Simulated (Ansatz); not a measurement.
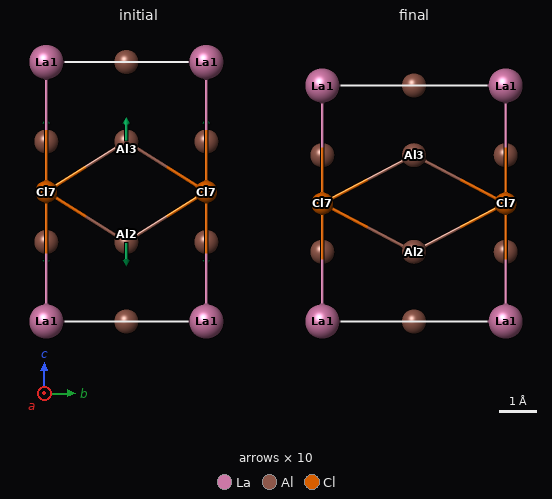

The structure of crystalline LaAl₅Cl (a generated structure, set up in P4/mmm) (coarse preliminary run) before (left) and after (right) a relaxation, at one scale. The green arrows give the displacements (the part carried along by the change of the cell is left out), 10 times their true length.

The picture is a ball-and-stick view of the cell of the calculation, seen along the a axis.

Level of theory: Ansatz, DFT PBE, scalar-relativistic, plane waves, PAW.

Input file:
```yaml
crystal:
  lattice:
    - [4.35813156, 0.0, 0.0]
    - [0.0, 4.35813156, 0.0]
    - [0.0, 0.0, 7.06581938]
  atoms:
    - { symbol: La, position: [0.0, 0.0, 0.0] }
    - { symbol: Al, position: [0.0, 0.5, 0.3064234] }
    - { symbol: Al, position: [0.0, 0.5, 0.6935766] }
    - { symbol: Al, position: [0.5, 0.0, 0.3064234] }
    - { symbol: Al, position: [0.5, 0.0, 0.6935766] }
    - { symbol: Al, position: [0.5, 0.5, 0.0] }
    - { symbol: Cl, position: [0.0, 0.0, 0.5] }
basis:
  ecutwfc: 420
kpoints:
  mp_grid: { grid: [4, 4, 4] }
hamiltonian:
  xc: pbe
scf:
  occupations: { method: gaussian, width: 0.1 }
  lower_state_search: "off"
output:
  forces: true
  stress: true
  eigenvalues: true
relax:
  adjacent_minimum: "off"
  f_tol: 0.04
  max_steps: 70
  cell: { stress_tol: 0.4 }
```

Run as
```bash
ansatz run input.yaml --threads 1 --pin off --max-ram 2048MiB --backend cpu --events-out ev --progress --plain --runs-dir out
```

Describe what moved and what it gained.

Answer. The largest moves relative to the cell, 0.071 Å, are those of Al2, Al3, Al4 and Al5. Al2 goes along −c. La and Cl stay in place. The drawn cell changes as follows: a = b 4.358 → 4.994 Å (+14.6 %), c 7.066 → 6.425 Å (−9.1 %); the volume changes by +19.4 %. Among the contacts that change: La1–Al6 3.082 → 3.531 Å, La1–Cl7 3.533 → 3.213 Å, Al2–Cl7 2.573 → 2.822 Å, La1–Al2 3.072 → 3.136 Å. The space group stays P4/mmm (No. 123). Over 5 accepted moves (6 points after the start) the energy falls by 1.144 eV per cell of the calculation. The largest force component goes from 0.27 to 0.019 eV/Å. The pressure goes from 10.30 to 0.11 GPa. At 1 point the geometry stayed and the basis and grid were re-selected for the new cell (energy shift of 32.7 meV per cell of the calculation at most each time). The run took 33 s on 1 thread of Arm Neoverse V1 (shared host), peak memory 0.41 GiB.
